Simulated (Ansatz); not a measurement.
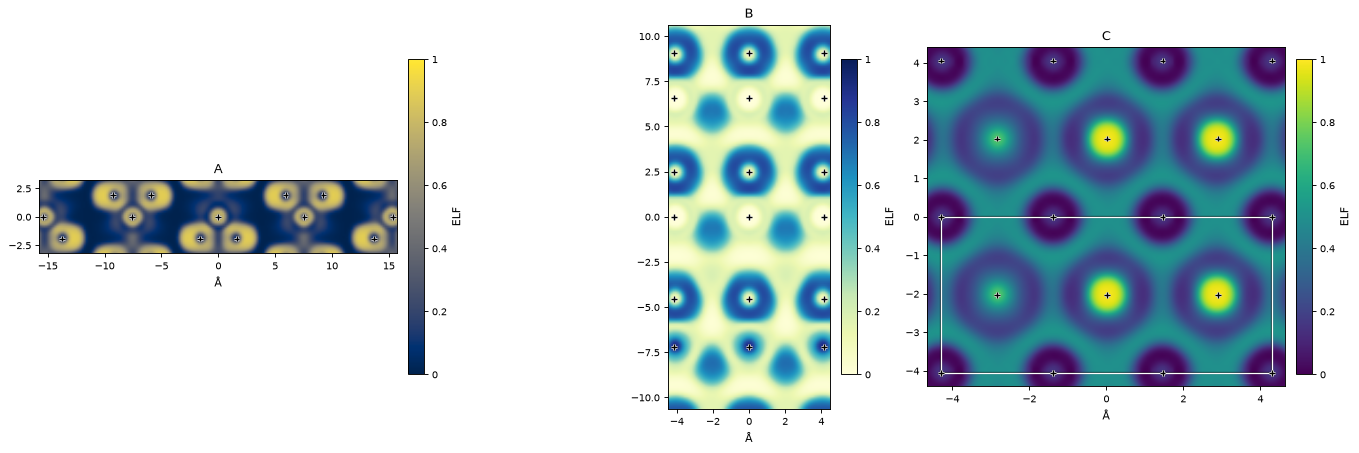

The ELF of 3 systems, each on a plane through atoms (crosses mark nuclei in the plane).

Level of theory: DFT PBE, scalar-relativistic, plane waves, PAW in Ansatz 0.2.0.

System 1: Zn2CdSe3, the (010) plane of the conventional cell. Space group P3m1; a structure generated by program, which may or may not match a known phase.

```yaml
crystal:
  lattice:
    - [4.14776, 0.00000, 0.00000]
    - [-2.07388, 3.59207, 0.00000]
    - [0.00000, 0.00000, 20.58424]
  atoms:
    - { symbol: Zn, position: [0.00000, 0.00000, 0.15538] }
    - { symbol: Zn, position: [0.00000, 0.00000, 0.83720] }
    - { symbol: Zn, position: [0.66667, 0.33333, 0.67795] }
    - { symbol: Zn, position: [0.66667, 0.33333, 0.99649] }
    - { symbol: Cd, position: [0.00000, 0.00000, 0.50983] }
    - { symbol: Cd, position: [0.66667, 0.33333, 0.32801] }
    - { symbol: Se, position: [0.00000, 0.00000, 0.27581] }
    - { symbol: Se, position: [0.00000, 0.00000, 0.63956] }
    - { symbol: Se, position: [0.00000, 0.00000, 0.95807] }
    - { symbol: Se, position: [0.66667, 0.33333, 0.11736] }
    - { symbol: Se, position: [0.66667, 0.33333, 0.45721] }
    - { symbol: Se, position: [0.66667, 0.33333, 0.79884] }
```

System 2: Al3Co2Ni, the (11̄0) plane of the conventional cell. Space group P4/mmm; a structure generated by program, which may or may not match a known phase; spin-polarised.

System 3: VMo3Se8, the (110) plane of the conventional cell. Space group P-6m2; a structure generated by program, which may or may not match a known phase; spin-polarised.

```cif
data_structure
_symmetry_space_group_name_H-M 'P 1'
_symmetry_Int_Tables_number 1
_cell_length_a 3.3248
_cell_length_b 3.3248
_cell_length_c 30.7826
_cell_angle_alpha 90.000
_cell_angle_beta 90.000
_cell_angle_gamma 120.000
_cell_volume 294.69
loop_
_atom_site_label
_atom_site_type_symbol
_atom_site_fract_x
_atom_site_fract_y
_atom_site_fract_z
_atom_site_occupancy
V1 V 0.00000 0.00000 0.00000 1
Mo1 Mo 0.00000 0.00000 0.75384 1
Mo2 Mo 0.00000 0.00000 0.24616 1
Mo3 Mo 0.00000 0.00000 0.50000 1
Se1 Se 0.33333 0.66667 0.80800 1
Se2 Se 0.33333 0.66667 0.30032 1
Se3 Se 0.66667 0.33333 0.94795 1
Se4 Se 0.66667 0.33333 0.44584 1
Se5 Se 0.66667 0.33333 0.05205 1
Se6 Se 0.66667 0.33333 0.55416 1
Se7 Se 0.33333 0.66667 0.69968 1
Se8 Se 0.33333 0.66667 0.19200 1
```

Which map belongs to which system?

Panel A is system 3, VMo3Se8: the plane holds V, Mo and Se. V–Se (2.50 Å): the ELF is about 0.60 at the midpoint. Panel B is system 1, Zn2CdSe3: the plane holds Zn, Cd and Se. Zn–Se (2.49 Å): the ELF is about 0.60 at the midpoint. Panel C is system 2, Al3Co2Ni: the plane holds Al, Ni and Co. Al–Co (2.47 Å): the ELF is about 0.40 at the midpoint.
